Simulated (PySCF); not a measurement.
C7H14F2Si (SMILES CC(C)(C)/C(F)=C(\[SiH3])CF)

```tsv
atom	x (Å)	y (Å)	z (Å)
C	-1.2316	0.9366	-1.1186
C	-1.1584	-0.1222	-0.0125
C	-2.2513	-1.1671	-0.2739
C	-1.4116	0.5134	1.3610
C	0.1987	-0.7891	-0.0175
F	0.1106	-2.1574	-0.0454
C	1.4277	-0.2823	0.0079
Si	2.0297	1.5097	0.0881
C	2.5762	-1.2537	-0.0294
F	3.7200	-0.6334	-0.4761
H	-0.5101	1.7309	-0.9578
H	-1.0344	0.4825	-2.0871
H	-2.2279	1.3727	-1.1397
H	-3.2240	-0.6819	-0.2969
H	-2.2634	-1.9222	0.5085
H	-2.0925	-1.6647	-1.2280
H	-2.3967	0.9735	1.3770
H	-1.3738	-0.2447	2.1402
H	-0.6680	1.2716	1.5822
H	1.0305	2.3983	0.6875
H	3.2107	1.5411	0.9471
H	2.3354	1.9427	-1.2743
H	2.3907	-2.0937	-0.7065
H	2.8017	-1.6408	0.9720
```

Geometry: GFN2-xTB.

Computed with PySCF 2.14.0, PBE0/pcSseg-1, SCF density, gas phase, non-relativistic.

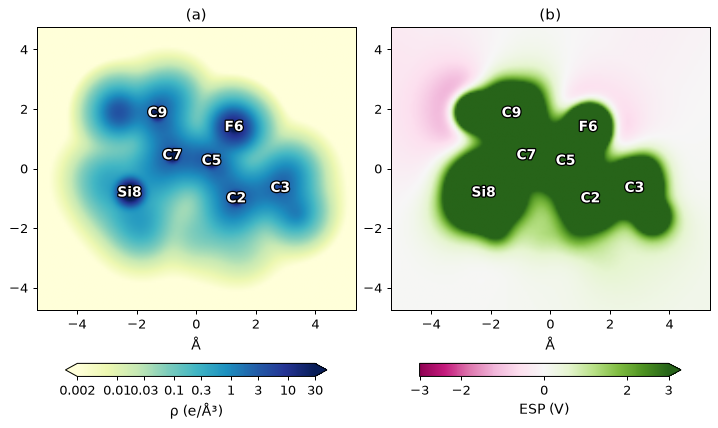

Figure 1. (a) total electron density; (b) molecular electrostatic potential on the plane of atoms C2, C5 and F6.

**What do the fields say about this system?**

- The section cuts through C, F and Si sites.
- C–C (1.33 Å): the density is about 2.3 e/Å³ at the midpoint.
- C–F (1.37 Å): ρ at the midpoint is about 2.1 e/Å³, with its minimum of 1.7 e/Å³ about 0.5 Å from C.
- C–Si (1.89 Å): ρ is about 0.89 e/Å³ halfway.
- C–C (1.50 Å): ρ is about 1.7 e/Å³ halfway.
- Outside the dense part of the molecule the potential is most negative (−1.2 V) near F10, which lies off the plane.

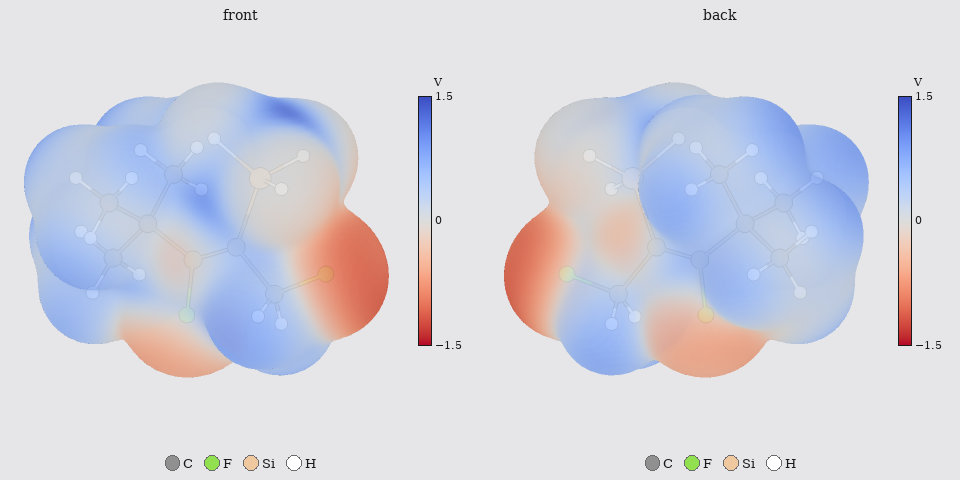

Figure 2. The molecular electrostatic potential painted on the density surface at 0.002 e/bohr³, seen from the front and from behind; red is negative and blue positive.

**Describe the electrostatic potential map.**

The most negative region (about −1.1 V) lies over F10, the most positive (about +1.0 V) over Si8.

**What dipole moment does the calculation give?**

Its dipole moment is 2.19 D.
